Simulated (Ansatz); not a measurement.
The starting structures come from a database of crystals and need not be the phases stable at ambient conditions.

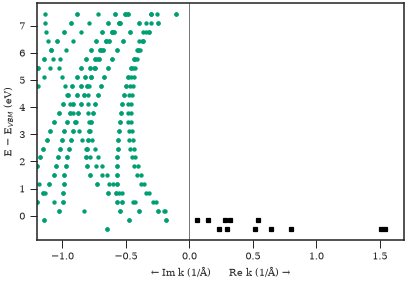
Figure. Complex bands at the centre of the two-dimensional zone; r2SCAN in Ansatz (a program for electronic structure)

The gap is the functional's own, uncorrected, and κ follows it; spin-orbit coupling is left out. Mid-gap values are interpolated between the computed energies.

This is LiBH₄ (P6_3mc, not sure to be the ambient phase, 12 atoms a cell, 8.6 Å³ an atom) along the normal of (111). Read off the slowest decay at the centre of the two-dimensional zone at 3.79 eV, the computed energy nearest the middle of the gap.

κ ≈ 0.46 1/Å, a decay length 1/(2κ) of the density of 1.1 Å.
